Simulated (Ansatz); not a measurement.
# GaCl + HF: a complex and its separated parts, part 2 of 2

Ansatz 0.2.0, Gaussian basis.

**14. wB97X-V/def2-TZVPP**

The inputs:

parta/in.yaml

```yaml
crystal:
  periodic: [false, false, false]
  atoms:
    - {symbol: Ga, position_ang: [-0.916427, -1.267693, 0.293481]}
    - {symbol: Cl, position_ang: [0.286531, 0.135563, 1.515302]}
basis:
  gaussian: {orbitals: def2-TZVPP}
hamiltonian: {xc: {name: wB97X-V}}
```

partb/in.yaml

```yaml
crystal:
  periodic: [false, false, false]
  atoms:
    - {symbol: F, position_ang: [0.165461, 0.434430, -1.319028]}
    - {symbol: H, position_ang: [0.464336, 0.697699, -0.489654]}
basis:
  gaussian: {orbitals: def2-TZVPP}
hamiltonian: {xc: {name: wB97X-V}}
```

The same command starts each run, in its folder.

On the command line:

```bash
$ ansatz run in.yaml --threads 2 --pin off --events-out ev --progress --plain --max-ram 4352MiB
```

Output in parta, shortened:

```text
Functional definition: wB97X-V
  name "wB97X-V"
  cite "Mardirossian & Head-Gordon, Phys. Chem. Chem. Phys. 16, 9904 (2014) doi:10.1039/C3CP54374A"
  cite "Becke, J. Chem. Phys. 107, 8554 (1997) doi:10.1063/1.475007"
  cite "Vydrov & Van Voorhis, J. Chem. Phys. 133, 244103 (2010) doi:10.1063/1.3521275"
[...]
      + integral(e_c_pw_opposite_spin*poly(b97_u_opposite, cos0, cos1)) + vv10(b, c)
713 factors; their error is unknown
121 factors; integrals over basis functions are off by at most 4.4e-5 eV
[...]
mean field -64895.93174164 eV, -2384.8815034627 hartree, gradient 2.0e-5 eV, S^2 0.000000; 0 other end points of the search recorded, 0 dependent functions left out
reference -64895.93174036 eV, -2384.8815034157 hartree; 24, 24 occupied and 66, 66 virtual orbitals, 713 factors
Total energy: -64895.93174036 eV, -2384.8815034157 hartree
```

partb printed, shortened:

```text
[... 5 set-up lines as earlier in the session ...]
[...]
      + integral(e_c_pw_opposite_spin*poly(b97_u_opposite, cos0, cos1)) + vv10(b, c)
215 factors; their error is unknown
48 factors; integrals over basis functions are off by at most 2.2e-5 eV
[...]
mean field -2733.49560703 eV, -100.4541107286 hartree, gradient 1.0e-5 eV, S^2 0.000000; 0 other end points of the search recorded, 0 dependent functions left out
reference -2733.49560644 eV, -100.4541107068 hartree; 5, 5 occupied and 40, 40 virtual orbitals, 215 factors
Total energy: -2733.49560644 eV, -100.4541107068 hartree
```

They took 1.9 s (parta), 0.4 s (partb) on 2 threads of Arm Neoverse V1, shared host.

**15. wB97M-V/def2-TZVPP**

The same edit goes into each in.yaml of step 14 (parta, partb):

```diff
-hamiltonian: {xc: {name: wB97X-V}}
+hamiltonian: {xc: {name: wB97M-V}}
```

The same command starts each run, in its folder.

On the command line:

```bash
$ ansatz run in.yaml --threads 2 --pin off --events-out ev --progress --plain --max-ram 4352MiB
```

parta printed, shortened:

```text
Functional definition: wB97M-V
  name "wB97M-V"
  cite "Mardirossian & Head-Gordon, J. Chem. Phys. 144, 214110 (2016) doi:10.1063/1.4952647"
[... 2 set-up lines as earlier in the session ...]
  # Of w^i u^j: cxij and so on, Table III.
[...]
  gx(w, u) = 1 - cx + cx01*u + cx10*w
[...]
      + integral(e_c_pw_mod_opposite_spin*gos(b97_w_opposite, b97_u_opposite)) + vv10(b, c)
713 factors; their error is unknown
121 factors; integrals over basis functions are off by at most 4.4e-5 eV
[...]
mean field -64899.43625091 eV, -2385.0102918030 hartree, gradient 1.9e-5 eV, S^2 0.000000; 0 other end points of the search recorded, 0 dependent functions left out
reference -64899.43628226 eV, -2385.0102929552 hartree; 24, 24 occupied and 66, 66 virtual orbitals, 713 factors
Total energy: -64899.43628226 eV, -2385.0102929552 hartree
```

Output in partb, shortened:

```text
[... 5 set-up lines as earlier in the session ...]
  # Of w^i u^j: cxij and so on, Table III.
[...]
  gx(w, u) = 1 - cx + cx01*u + cx10*w
[...]
      + integral(e_c_pw_mod_opposite_spin*gos(b97_w_opposite, b97_u_opposite)) + vv10(b, c)
215 factors; their error is unknown
48 factors; integrals over basis functions are off by at most 2.2e-5 eV
[...]
mean field -2733.67553275 eV, -100.4607228769 hartree, gradient 1.2e-5 eV, S^2 0.000000; 0 other end points of the search recorded, 0 dependent functions left out
reference -2733.67554742 eV, -100.4607234159 hartree; 5, 5 occupied and 40, 40 virtual orbitals, 215 factors
Total energy: -2733.67554742 eV, -100.4607234159 hartree
```

Times: 2.2 s (parta), 0.4 s (partb) on 2 threads of Arm Neoverse V1, shared host.

**16. B2PLYP/def2-TZVPP**

Each input of step 15 (parta, partb) changes in the same lines:

```diff
-hamiltonian: {xc: {name: wB97M-V}}
+hamiltonian: {xc: {name: B2PLYP}}
```

Each run has its own folder and the same command.

On the command line:

```bash
$ ansatz run in.yaml --threads 2 --pin off --events-out ev --progress --plain --max-ram 4352MiB
```

Output in parta, shortened:

```text
Functional definition: B2PLYP
  name "B2PLYP"
  cite "Grimme, J. Chem. Phys. 124, 034108 (2006) doi:10.1063/1.2148954"
[... 2 set-up lines as earlier in the session ...]
[...]
571 factors; integrals over basis functions are off by at most 1.2e-3 eV
[...]
mean field -64885.89468235 eV, -2384.5126483373 hartree, gradient 2.0e-6 eV, S^2 0.000000; 0 other end points of the search recorded, 0 dependent functions left out
14 core orbitals not correlated: weight in the atoms' cores, before any rotation towards them, 1.000 or more for the frozen orbitals, at most 0.000 for the correlated occupied ones
reference -64885.89479762 eV, -2384.5126525734 hartree; 10, 10 occupied and 66, 66 virtual orbitals, 571 factors
second order -12.90743106 eV of doubles, -0.00000000 eV of singles
Total energy: -64889.37980400 eV, -2384.6407241958 hartree
```

Output in partb, shortened:

```text
[... 5 set-up lines as earlier in the session ...]
[...]
287 factors; integrals over basis functions are off by at most 1.0e-3 eV
[...]
mean field -2730.72523231 eV, -100.3523013355 hartree, gradient 1.4e-6 eV, S^2 0.000000; 0 other end points of the search recorded, 0 dependent functions left out
1 core orbitals not correlated: weight in the atoms' cores, before any rotation towards them, 1.000 or more for the frozen orbitals, at most 0.000 for the correlated occupied ones
reference -2730.72528902 eV, -100.3523034193 hartree; 4, 4 occupied and 40, 40 virtual orbitals, 287 factors
second order -8.59405538 eV of doubles, -0.00000000 eV of singles
Total energy: -2733.04568397 eV, -100.4375763610 hartree
```

Wall times: 1.2 s (parta), 0.25 s (partb) on 2 threads of Arm Neoverse V1, shared host.

**17. PBE-QIDH/def2-TZVPP**

Each input of step 16 (parta, partb) changes in the same lines:

```diff
-hamiltonian: {xc: {name: B2PLYP}}
+hamiltonian: {xc: {name: PBE-QIDH}}
```

The same command starts each run, in its folder.

On the command line:

```bash
$ ansatz run in.yaml --threads 2 --pin off --events-out ev --progress --plain --max-ram 4352MiB
```

parta printed, shortened:

```text
Functional definition: PBE-QIDH
  name "PBE-QIDH"
  cite "Brémond, Sancho-García, Pérez-Jiménez & Adamo, J. Chem. Phys. 141, 031101 (2014) doi:10.1063/1.4890314"
[... 1 set-up line as earlier in the session ...]
[...]
571 factors; integrals over basis functions are off by at most 1.2e-3 eV
[...]
mean field -64876.14815365 eV, -2384.1544700140 hartree, gradient 1.5e-6 eV, S^2 0.000000; 0 other end points of the search recorded, 0 dependent functions left out
14 core orbitals not correlated: weight in the atoms' cores, before any rotation towards them, 1.000 or more for the frozen orbitals, at most 0.000 for the correlated occupied ones
reference -64876.14816187 eV, -2384.1544703159 hartree; 10, 10 occupied and 66, 66 virtual orbitals, 571 factors
second order -11.88722438 eV of doubles, -0.00000000 eV of singles
Total energy: -64880.11056999 eV, -2384.3000861288 hartree
```

partb printed, shortened:

```text
[... 4 set-up lines as earlier in the session ...]
[...]
287 factors; integrals over basis functions are off by at most 1.0e-3 eV
[...]
mean field -2728.92248837 eV, -100.2860517175 hartree, gradient 3.8e-6 eV, S^2 0.000000; 0 other end points of the search recorded, 0 dependent functions left out
1 core orbitals not correlated: weight in the atoms' cores, before any rotation towards them, 1.000 or more for the frozen orbitals, at most 0.000 for the correlated occupied ones
reference -2728.92249172 eV, -100.2860518407 hartree; 4, 4 occupied and 40, 40 virtual orbitals, 287 factors
second order -8.07155336 eV of doubles, -0.00000000 eV of singles
Total energy: -2731.61300951 eV, -100.3849265456 hartree
```

They took 1.2 s (parta), 0.25 s (partb) on 2 threads of Arm Neoverse V1, shared host.

**18. RPA on PBE/def2-TZVPP**

Each input of step 17 (parta, partb) changes in the same lines:

```diff
-hamiltonian: {xc: {name: PBE-QIDH}}
+hamiltonian: {xc: pbe}
+correlation: {method: rpa}
```

Each run has its own folder and the same command.

On the command line:

```bash
$ ansatz run in.yaml --threads 2 --pin off --events-out ev --progress --plain --max-ram 4352MiB
```

Output in parta, shortened:

```text
[... 4 set-up lines as earlier in the session ...]
[...]
571 factors; integrals over basis functions are off by at most 1.2e-3 eV
[...]
mean field -64889.79680310 eV, -2384.6560486299 hartree, gradient 6.0e-6 eV, S^2 0.000000; 0 other end points of the search recorded, 0 dependent functions left out
14 core orbitals not correlated: weight in the atoms' cores, before any rotation towards them, 1.000 or more for the frozen orbitals, at most 0.000 for the correlated occupied ones
reference -64839.19635571 eV, -2382.7965164864 hartree; 10, 10 occupied and 66, 66 virtual orbitals, 571 factors
Total energy: -64855.80124993 eV, -2383.4067350938 hartree
```

partb printed, shortened:

```text
[... 4 set-up lines as earlier in the session ...]
[...]
287 factors; integrals over basis functions are off by at most 1.0e-3 eV
[...]
mean field -2731.84358136 eV, -100.3933999048 hartree, gradient 9.2e-7 eV, S^2 0.000000; 0 other end points of the search recorded, 0 dependent functions left out
1 core orbitals not correlated: weight in the atoms' cores, before any rotation towards them, 1.000 or more for the frozen orbitals, at most 0.000 for the correlated occupied ones
reference -2722.68122587 eV, -100.0566895512 hartree; 4, 4 occupied and 40, 40 virtual orbitals, 287 factors
Total energy: -2733.63265940 eV, -100.4591473101 hartree
```

Times: 0.95 s (parta), 0.25 s (partb) on 2 threads of Arm Neoverse V1, shared host.

**19. CCSD(T)/def2-TZVPP**

Each input of step 18 (parta, partb) changes in the same lines:

```diff
-hamiltonian: {xc: pbe}
-correlation: {method: rpa}
+correlation: {method: ccsd_t}
```

One command serves all of them, each in its own folder.

On the command line:

```bash
$ ansatz run in.yaml --threads 2 --pin off --events-out ev --progress --plain --max-ram 4352MiB
```

Output in parta, shortened:

```text
Functional definition: HF
  name "HF"
  cite "Fock, Z. Phys. 61, 126 (1930) doi:10.1007/BF01340294"
[... 1 set-up line as earlier in the session ...]
[...]
571 factors; integrals over basis functions are off by at most 1.2e-3 eV
[...]
mean field -64840.20537513 eV, -2382.8335972664 hartree, gradient 2.1e-6 eV, S^2 0.000000; 0 other end points of the search recorded, 0 dependent functions left out
14 core orbitals not correlated: weight in the atoms' cores, before any rotation towards them, 1.000 or more for the frozen orbitals, at most 0.000 for the correlated occupied ones
reference -64840.20537513 eV, -2382.8335972664 hartree; 10, 10 occupied and 66, 66 virtual orbitals, 571 factors
second order -10.45535129 eV of doubles, -0.00000000 eV of singles
cycle   1  -10.46459295 eV  change   -9.2e-3 eV  update   8.8e-2
[...]
cycle   9  -10.86902634 eV  change   -5.2e-6 eV  update   1.4e-5
perturbative correction -0.48395093 eV, -0.0177848685 hartree
Total energy: -64851.55835240 eV, -2383.2508114857 hartree
```

Log of partb, shortened:

```text
[... 4 set-up lines as earlier in the session ...]
[...]
287 factors; integrals over basis functions are off by at most 1.0e-3 eV
[...]
mean field -2722.91269122 eV, -100.0651957457 hartree, gradient 4.5e-6 eV, S^2 0.000000; 0 other end points of the search recorded, 0 dependent functions left out
1 core orbitals not correlated: weight in the atoms' cores, before any rotation towards them, 1.000 or more for the frozen orbitals, at most 0.000 for the correlated occupied ones
reference -2722.91269122 eV, -100.0651957457 hartree; 4, 4 occupied and 40, 40 virtual orbitals, 287 factors
second order -7.36487235 eV of doubles, -0.00000000 eV of singles
cycle   1  -7.29622693 eV  change    6.9e-2 eV  update   3.9e-2
[...]
cycle   8  -7.43091047 eV  change    4.7e-7 eV  update   3.3e-6
perturbative correction -0.17033956 eV, -0.0062598634 hartree
Total energy: -2730.51394125 eV, -100.3445365321 hartree
```

They took 1.4 s (parta), 0.25 s (partb) on 2 threads of Arm Neoverse V1, shared host.

**20. Vibrations of GaCl**

The input, vib-parta/in.yaml:

```yaml
crystal:
  periodic: [false, false, false]
  atoms:
    - {symbol: Ga, position_ang: [-0.916427, -1.267693, 0.293481]}
    - {symbol: Cl, position_ang: [0.286531, 0.135563, 1.515302]}
basis:
  gaussian: {orbitals: def2-TZVP}
hamiltonian: {xc: pbe0, dispersion: d4}
phonons: {temperatures: {t_min: 298.15, t_max: 900, t_step: 200}}
```

On the command line:

```bash
$ ansatz run in.yaml --threads 2 --pin off --events-out ev --progress --plain --max-ram 4352MiB
```

What it wrote, shortened:

```text
[... 5 set-up lines as earlier in the session ...]
[...]
681 factors; their error is unknown
[...]
mean field -64891.74098470 eV, -2384.7274959860 hartree, gradient 3.7e-5 eV, S^2 0.000000; 0 other end points of the search recorded, 0 dependent functions left out
[...]
reference -64891.74096417 eV, -2384.7274952314 hartree; 24, 24 occupied and 61, 61 virtual orbitals, 681 factors
Total energy: -64891.77422824 eV, -2384.7287176636 hartree
Atom 0 at    -0.916427    -1.267693     0.293481 Å, force    -0.000534    -0.000623    -0.000542 eV/Å
Atom 1 at     0.286531     0.135563     1.515302 Å, force     0.000534     0.000623     0.000542 eV/Å
Dipole moment:    -0.265939    -0.310219    -0.270109 e Å
Vibrations: 364.17 cm⁻¹, zero-point energy 0.022576 eV
```

Run time: 8.5 s. Hardware: 2 threads of Arm Neoverse V1, shared host.

The modes, with what each moves most:

| mode | wavenumber (cm⁻¹) | character |
| --- | --- | --- |
| 1 | 364 | Ga–Cl stretch |

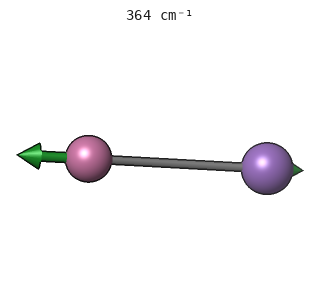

Displacements of 1 modes, as arrows.

Vibrational sums (real modes only):

| T (K) | entropy (J/mol/K) | heat capacity (J/mol/K) |
| --- | --- | --- |
| 298 | 4.6 | 6.5 |
| 498 | 8.3 | 7.6 |
| 698 | 10.9 | 7.9 |
| 898 | 12.9 | 8.1 |

**21. Vibrations of HF**

The input, vib-partb/in.yaml:

```yaml
crystal:
  periodic: [false, false, false]
  atoms:
    - {symbol: F, position_ang: [0.165461, 0.434430, -1.319028]}
    - {symbol: H, position_ang: [0.464336, 0.697699, -0.489654]}
basis:
  gaussian: {orbitals: def2-TZVP}
hamiltonian: {xc: pbe0, dispersion: d4}
phonons: {temperatures: {t_min: 298.15, t_max: 900, t_step: 200}}
```

On the command line:

```bash
$ ansatz run in.yaml --threads 2 --pin off --events-out ev --progress --plain --max-ram 4352MiB
```

What it wrote, shortened:

```text
[... 5 set-up lines as earlier in the session ...]
[...]
200 factors; their error is unknown
[...]
mean field -2731.80169997 eV, -100.3918607921 hartree, gradient 6.9e-6 eV, S^2 0.000000; 0 other end points of the search recorded, 0 dependent functions left out
[...]
reference -2731.80151834 eV, -100.3918541175 hartree; 5, 5 occupied and 32, 32 virtual orbitals, 200 factors
Total energy: -2731.80322170 eV, -100.3919167147 hartree
Atom 0 at     0.165461     0.434430    -1.319028 Å, force     0.000001     0.000001     0.000004 eV/Å
Atom 1 at     0.464336     0.697699    -0.489654 Å, force    -0.000001    -0.000001    -0.000004 eV/Å
Dipole moment:     0.130206     0.114694     0.361320 e Å
Vibrations: 4152.87 cm⁻¹, zero-point energy 0.257445 eV
```

Run time: 1.2 s. Hardware: 2 threads of Arm Neoverse V1, shared host.

Wavenumbers and character of the modes:

| mode | wavenumber (cm⁻¹) | character |
| --- | --- | --- |
| 1 | 4153 | F–H stretch |

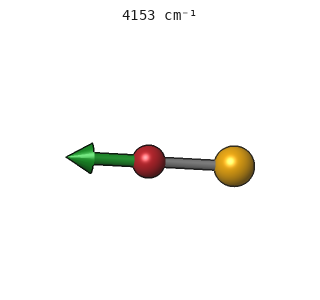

Displacements of 1 modes, as arrows.

Vibrational sums (real modes only):

| T (K) | entropy (J/mol/K) | heat capacity (J/mol/K) |
| --- | --- | --- |
| 298 | 0.0 | 0.0 |
| 498 | 0.0 | 0.0 |
| 698 | 0.0 | 0.1 |
| 898 | 0.1 | 0.5 |

**22. Complex less separated parts**

The complex's own energies come from single points at the same levels.

Rows are in def2-TZVPP; times add the 3 runs of a level on a shared host, so small differences are noise.

Differences are taken before rounding.

| method | rung | complex less parts (kJ/mol) | from CCSD(T) (kJ/mol) | time |
| --- | --- | --- | --- | --- |
| SPW92 | LDA | -57.3 | -32.7 | 1.2 s |
| PBE-D4 | GGA | -39.9 | -15.3 | 1.8 s |
| BLYP-D4 | GGA | -37.0 | -12.4 | 1.8 s |
| r2SCAN-D4 | meta-GGA | -35.4 | -10.8 | 4.8 s |
| B97M-V | meta-GGA | -33.3 | -8.7 | 6.9 s |
| PBE0-D4 | hybrid | -33.8 | -9.2 | 2.4 s |
| B3LYP-D4 | hybrid | -33.6 | -8.9 | 2.5 s |
| r2SCAN0-D4 | hybrid | -31.8 | -7.2 | 5.1 s |
| BHLYP-D4 | hybrid | -29.8 | -5.2 | 2.7 s |
| CAM-B3LYP-D4 | range-separated hybrid | -34.8 | -10.2 | 3.1 s |
| wB97X-V | range-separated hybrid | -31.9 | -7.3 | 6.7 s |
| wB97M-V | range-separated hybrid | -34.0 | -9.4 | 8.1 s |
| B2PLYP | double hybrid | -27.1 | -2.5 | 4.2 s |
| PBE-QIDH | double hybrid | -27.3 | -2.7 | 4.5 s |
| RPA on PBE | RPA | -21.0 | +3.6 | 3.5 s |
| Hartree-Fock | wavefunction | -5.6 | +19.0 |  |
| MP2 | wavefunction | -26.2 | -1.6 |  |
| CCSD | wavefunction | -21.5 | +3.1 |  |
| CCSD(T) | wavefunction | -24.6 | 0 | 18 s |

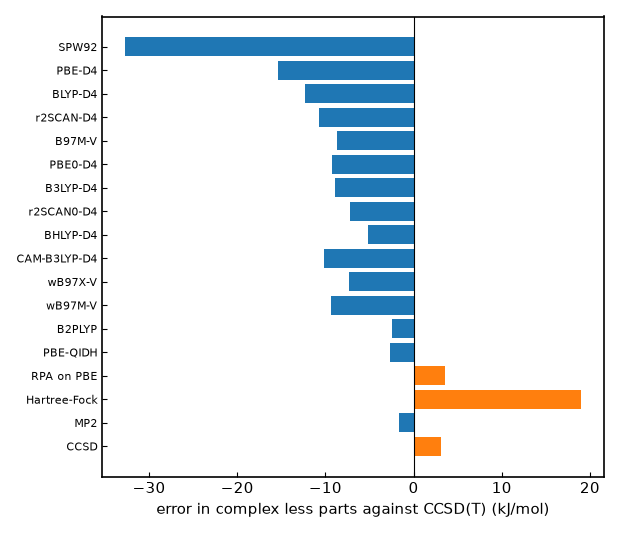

How far each level lands from CCSD(T).

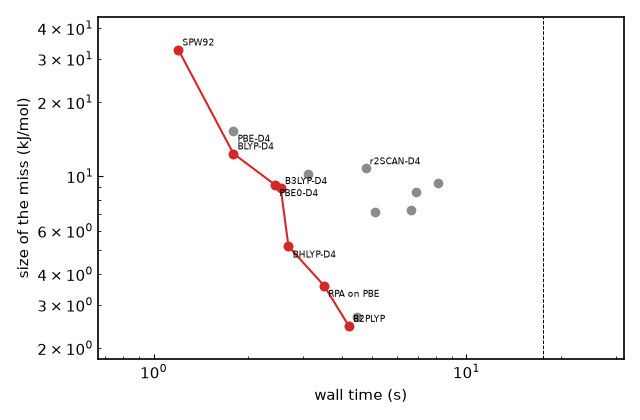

Accuracy for the time spent; red marks the levels that beat every quicker one drawn (of those quicker than the yardstick), and the dashed line is the time of CCSD(T). Only those levels and the largest misses are named. Times are from a shared host.

B2PLYP reaches 2.5 kJ/mol from the reference in 4.2 s, where CCSD(T) took 18 s; the quickest level in the cost chart, SPW92, takes 1.2 s and misses by 32.7 kJ/mol.

The complex's zero-point energy, from a separate PBE0-D4 run, is 0.341 eV.

**23. Outcome**

This closing draws on all 2 parts.

```
                              quantity         value
complex less parts, CCSD(T)/def2-TZVPP  -24.6 kJ/mol
                with zero-point energy  -18.7 kJ/mol
                 largest T1 diagnostic         0.013
```

In words: At CCSD(T) the complex lies 24.6 kJ/mol below its parts. Among the functionals B2PLYP lands nearest to CCSD(T) (-2.5 kJ/mol) and SPW92 farthest (-32.7 kJ/mol). By rung, the mean size of the error is: LDA 32.7, GGA 13.8, meta-GGA 9.7, hybrid 7.6, range-separated hybrid 8.9, double hybrid 2.6 kJ/mol. PBE-D4 gives a relative energy 15.3 kJ/mol too low, outside chemical accuracy (1 kcal/mol, 4.2 kJ/mol). No counterpoise was applied, and triple zeta lacks some correlation, so the CCSD(T) reference has a basis error of its own, and close matches with it are partly luck.
